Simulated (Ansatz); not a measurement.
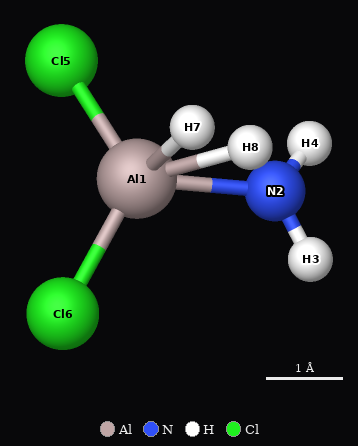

Figure 1. The structure (ball-and-stick view, seen at a tilt; atoms are numbered from 1 in the order of the input). Sticks mark near contacts. Bond lengths as drawn: Al–Cl 2.11 Å, Al–H 1.81 to 1.82 Å, Al–N 1.89 Å and H–N 1.02 Å.

# Frequency calculation of AlNH₄Cl₂

- system: AlNH₄Cl₂
- method: RKS PBE-D4/6-31G* (Ansatz 0.2.0)

It belongs to a series of runs on one base structure; here: vibrations at the highest image of the band. Figures and captions count atoms from 1; the log counts them from 0 in places.

### The input
```yaml
crystal:
  periodic: [false, false, false]
  atoms:
    - { symbol: Al, position_ang: [-0.099129, 0.269384, 0.142494] }
    - { symbol: "N", position_ang: [-0.07658, 0.043769, 2.015269] }
    - { symbol: H, position_ang: [-0.848903, -0.410126, 2.511877] }
    - { symbol: H, position_ang: [0.805002, -0.112784, 2.513444] }
    - { symbol: Cl, position_ang: [1.78506, 0.214403, -0.813101] }
    - { symbol: Cl, position_ang: [-1.856444, -0.388013, -0.82982] }
    - { symbol: H, position_ang: [-0.375389, 1.966922, 0.713462] }
    - { symbol: H, position_ang: [-0.299617, 1.415345, 1.542776] }
basis:
  gaussian: { orbitals: "6-31G*" }
hamiltonian:
  xc: pbe
  dispersion: d4
phonons: {}
```

Hardware: 1 thread of Arm Neoverse V1, 24 GiB of memory available, shared host.

Run as:
```bash
ansatz run input.yaml --threads 1 --pin off --max-ram 2048MiB --backend cpu --events-out ev --progress --plain --runs-dir out
```

### Log
```
Engine: ansatz 0.2.0, aarch64-unknown-linux-gnu
Functional definition: PBE
  parameter kappa = 0.804
  parameter beta = 0.06672455060314922
  exchange = pbe_x(kappa = kappa, mu = beta*pi^2/3)
  correlation = pbe_c(beta = beta)
1022 factors; their error is unknown
mean field evaluation 1: about -33175.7324 eV, gradient 6.1e1 eV
mean field evaluation 2: about -33146.1962 eV, gradient 1.2e2 eV
mean field evaluation 4: about -33183.2626 eV, gradient 7.1e0 eV
mean field evaluation 8: about -33183.3708 eV, gradient 1.6e-1 eV
mean field evaluation 16: about -33183.3708 eV, gradient 3.4e-5 eV
mean field -33183.37082827 eV, -1219.4663854423 hartree, gradient 3.4e-5 eV, S^2 0.000000; 0 other end points of the search recorded, 0 dependent functions left out
the calculation of the forces begins
reference -33183.37086870 eV, -1219.4663869282 hartree; 29, 29 occupied and 51, 51 virtual orbitals, 1022 factors
these checks for a lower state are left out or cut short: stability, starts, cluster_reference, orbital_swaps, neighbouring_geometries, increment
1022 factors; their error is unknown
mean field -33183.37072914 eV, -1219.4663817995 hartree, gradient 7.2e-7 eV, S^2 0.000000; 0 other end points of the search recorded, 0 dependent functions left out
[... from here on the field's lines of each further geometry are left out, up to the last ...]
the calculation of the forces begins
reference -33183.37082333 eV, -1219.4663852606 hartree; 29, 29 occupied and 51, 51 virtual orbitals, 1022 factors
these checks for a lower state are left out or cut short: stability, starts, cluster_reference, orbital_swaps, neighbouring_geometries, increment
1022 factors; their error is unknown
mean field -33183.37084329 eV, -1219.4663859942 hartree, gradient 2.5e-6 eV, S^2 0.000000; 0 other end points of the search recorded, 0 dependent functions left out
the calculation of the forces begins
reference -33183.37088373 eV, -1219.4663874803 hartree; 29, 29 occupied and 51, 51 virtual orbitals, 1022 factors
WARN: phonons: modes at or below zero, which the zero-point energy, F, S and C_V leave out: 1, the lowest at -1089.05 cm⁻¹. A minimum has none, and a first-order saddle one
Total energy: -33183.55584887 eV, -1219.4731848240 hartree
Atom 0 at    -0.099129     0.269384     0.142494 Å, force    -0.005952     0.007712    -0.004139 eV/Å
Atom 1 at    -0.076580     0.043769     2.015269 Å, force     0.027628     0.021255    -0.009152 eV/Å
Atom 2 at    -0.848903    -0.410126     2.511877 Å, force    -0.001801    -0.005927     0.008221 eV/Å
Atom 3 at     0.805002    -0.112784     2.513444 Å, force    -0.009557    -0.014792     0.018685 eV/Å
Atom 4 at     1.785060     0.214403    -0.813101 Å, force     0.004829    -0.003939    -0.001832 eV/Å
Atom 5 at    -1.856444    -0.388013    -0.829820 Å, force    -0.003887     0.000911    -0.003822 eV/Å
Atom 6 at    -0.375389     1.966922     0.713462 Å, force    -0.008557     0.003475     0.001002 eV/Å
Atom 7 at    -0.299617     1.415345     1.542776 Å, force    -0.002704    -0.008696    -0.008964 eV/Å
Dipole moment:    -0.002279    -0.003875     0.816001 e Å
Vibrations: -1089.05 127.94 136.45 234.08 266.81 411.62 499.12 561.25 624.07 718.64 738.80 934.60 1395.73 1530.14 1762.59 1777.88 3441.37 3548.98 cm⁻¹, zero-point energy 1.159877 eV
```

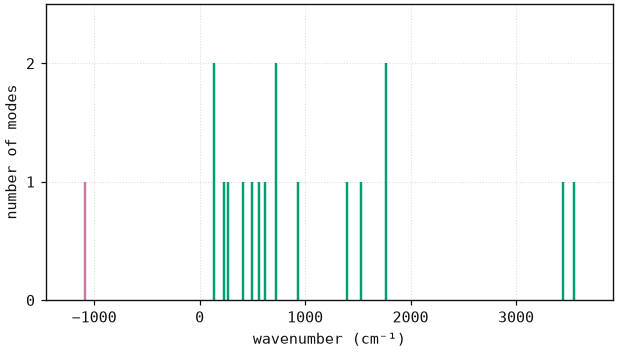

Figure 2. Harmonic vibrational wavenumbers from the force constants; neighbouring modes closer than 21 cm⁻¹ are counted in one stick, and imaginary ones are drawn at negative wavenumbers. 18 modes from 1089i to 3549 cm⁻¹, 1 imaginary beyond 8i (1089i cm⁻¹): a first-order saddle point, if the geometry is stationary.

### Summary

- outcome: converged
- total energy: −33183.5558 eV
- mean-field energy: −33183.3709 eV
- largest force (length of the vector): 0.036 eV/Å
- wall time: 89 s
- peak memory: 0.12 GiB
